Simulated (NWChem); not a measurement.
# CdHClO (SMILES [OH][Cd][Cl]): levels of theory compared

Wanted: a comparison of 3 runs (HF/3-21G, B2PLYP/3-21G, MP2/STO-3G) of CdHClO. 

The calculation is run with NWChem 7.3.0.

## 1. The system as given

CdHClO: 4 atoms, total charge 0, spin state singlet. SMILES: `[OH][Cd][Cl]`. The coordinates come from a PBE0-D4/def2-TZVP relaxation.

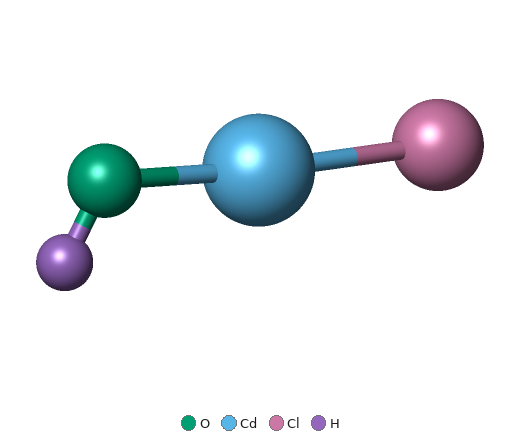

Viewed from a chosen angle; oxygen teal, cadmium blue, chlorine pink, hydrogen purple.

## 2. Energy and gradient at HF/3-21G (run 1)

cdclho.nw

```
echo
start cdclho
title "CdClHO gradient"
memory total 2200 mb
geometry units angstroms noautosym nocenter noautoz
   O     -0.942700     0.761800    -0.794900
   Cd     0.513700    -0.131900     0.165500
   Cl     2.287000    -1.071400     1.210400
   H     -1.802500     0.381100    -0.601200
end
basis spherical bse
   * library 3-21G
end
scf
   thresh 1e-08
   maxiter 80
end
task scf gradient
```

Started as:

```console
$ nwchem cdclho.nw > cdclho.out
```

The program printed:

```text
[...]
  functions       =    60
[...]
  wavefunction    = RHF
[...]
         Total SCF energy =  -5972.211652038001
      One-electron energy =  -8909.479937566754
      Two-electron energy =   2609.186249266807
 Nuclear repulsion energy =    328.082036261944
        Time for solution =     14.4s
[...]
                         RHF ENERGY GRADIENTS
    atom               coordinates                        gradient
                 x          y          z           x          y          z
   1 O      -1.781445   1.439593  -1.502143    0.005064  -0.003595   0.003748
   2 Cd      0.970752  -0.249255   0.312750    0.019000  -0.014385   0.014813
   3 Cl      4.321803  -2.024652   2.287324   -0.036279   0.019877  -0.021926
   4 H      -3.406231   0.720175  -1.136103    0.012215  -0.001896   0.003366
[...]
```

Run time: 21 s. Hardware: 1 thread of AMD EPYC, shared host; peak memory 0.098 GiB.

## 3. A single-point energy at B2PLYP/3-21G (run 2)

cdclho.nw

```
start cdclho
memory 2200 mb
charge 0

geometry units bohr noautosym nocenter noautoz
O   -1.78144482   1.43959336  -1.50214330
Cd   0.97075231  -0.24925488   0.31274967
Cl   4.32180365  -2.02465257   2.28732450
H   -3.40623134   0.72017463  -1.13610335
end

basis spherical bse
* library 3-21G
end

dft
xc hfexch 0.53 becke88 0.47 lyp 0.73 mp2 0.27
dftmp2 semidirect
grid xfine
convergence energy 1e-08
iterations 100
mulliken
end

mp2
freeze core 20
end

task dft energy
```

Started as:

```console
$ nwchem cdclho.nw > cdclho.out
```

The program printed:

```text
[...]
          Wavefunction type:  closed shell.
          No. of atoms     :     4
          No. of electrons :    74
[...]
          Charge           :     0
          Spin multiplicity:     1
[...]
          AO basis - number of functions:    60
[...]
              XC Information
              --------------
                     Hartree-Fock (Exact) Exchange  0.530
                    Becke 1988 Exchange Functional  0.470
              Lee-Yang-Parr Correlation Functional  0.730
[...]
 d= 0,ls=0.0,diis     1  -5974.6860006121 -6.30D+03  2.45D-02  6.83D-01     2.7
[...]
 d= 0,ls=0.0,diis     9  -5974.7725938144 -2.59D-09  1.75D-06  4.02D-09    16.8
         Total DFT energy =    -5974.772593814382
      One electron energy =    -8909.195315090372
           Coulomb energy =     2793.592582337042
    Exchange-Corr. energy =     -187.251873540356
 Nuclear repulsion energy =      328.082012479303
[...]
      Total Density - Mulliken Population Analysis
     ---------------------------------------------
    Atom       Charge   Shell Charges
 -----------   ------   -------------------------------------------------------
    1 O    8     8.70   1.98  0.42  2.09  1.49  2.71
    2 Cd  48    47.21   2.00  2.00  6.00  2.00  6.00  2.00  5.96  0.73  0.55 -0.05  0.06  9.89  6.94  3.13
    3 Cl  17    17.44   2.00  1.96  5.90  1.14  3.04  0.89  2.52
    4 H    1     0.65   0.44  0.21
[...]
  Basis functions       =     60
[...]
```

Run time: 20 s. Hardware: 1 thread of AMD EPYC, shared host; peak memory 0.14 GiB.

## 4. Energy and gradient at MP2/STO-3G (run 3)

cdclho.nw

```
start cdclho
title "CdClHO"
memory 2200 mb

geometry units angstrom noautosym nocenter noautoz
  O    -0.942700    0.761800   -0.794900
  Cd    0.513700   -0.131900    0.165500
  Cl    2.287000   -1.071400    1.210400
  H    -1.802500    0.381100   -0.601200
end

basis "ao basis" spherical bse
  * library STO-3G
end

scf
  thresh 1e-08
  maxiter 80
  print low
end

mp2
  freeze core 20
  tight
end

task mp2 gradient
```

Started as:

```console
$ nwchem cdclho.nw > cdclho.out
```

The program printed:

```text
[...]
  functions       =    42
[...]
  wavefunction    = RHF
[...]
         Total SCF energy =  -5940.706521488118
      One-electron energy =  -8882.328393340769
      Two-electron energy =   2613.539835590707
 Nuclear repulsion energy =    328.082036261944
        Time for solution =      8.9s
[...]
          Total MP2 energy         -5940.771210397904
[...]
                         mp2 ENERGY GRADIENTS
    atom               coordinates                        gradient
                 x          y          z           x          y          z
   1 O      -1.781445   1.439593  -1.502143   -0.101982  -0.014595  -0.002618
   2 Cd      0.970752  -0.249255   0.312750    0.030873  -0.011203   0.013874
   3 Cl      4.321803  -2.024652   2.287324    0.018148  -0.010399   0.011350
   4 H      -3.406231   0.720175  -1.136103    0.052960   0.036197  -0.022606
[...]
```

Wall time 26 s (1 thread of AMD EPYC, shared host); peak memory 0.11 GiB.

## 5. Overview of the runs

| run | level | task | iteration cap | energy (Eh) | dipole moment (D) | HOMO energy (eV) | LUMO energy (eV) | wall time |
| --- | --- | --- | --- | --- | --- | --- | --- | --- |
| 1 | HF/3-21G | gradient | 80 | -5972.211652 | 2.85 | -11.69 | 0.67 | 21 s |
| 2 | B2PLYP/3-21G | energy | 100 | -5974.866937 | 2.84 | -9.15 | -0.87 | 20 s |
| 3 | MP2/STO-3G | gradient | 80 | -5940.771210 | 2.91 | – | – | 26 s |

## 6. What came out

| quantity | value |
| --- | --- |
| run 3: total energy | -5940.77121 Eh |
| run 3: dipole moment (of the density that the program reports) | 2.91 D |
| run 3: correlation energy (20 core orbitals frozen) | -64.7 mEh |
| run 3: largest force on an atom | 5.299 eV/Å |

**Reading.** The dipole moment (its size) runs from 2.84 D (B2PLYP/3-21G) to 2.91 D (MP2/STO-3G). The two ends differ in method and basis. A double hybrid's value is that of its SCF part. In run 3 the basis is minimal, so the values are rough. In runs 1, 2, 3 relativity is left out where basis or elements ask for it. All runs together took 66 s, the longest 26 s.
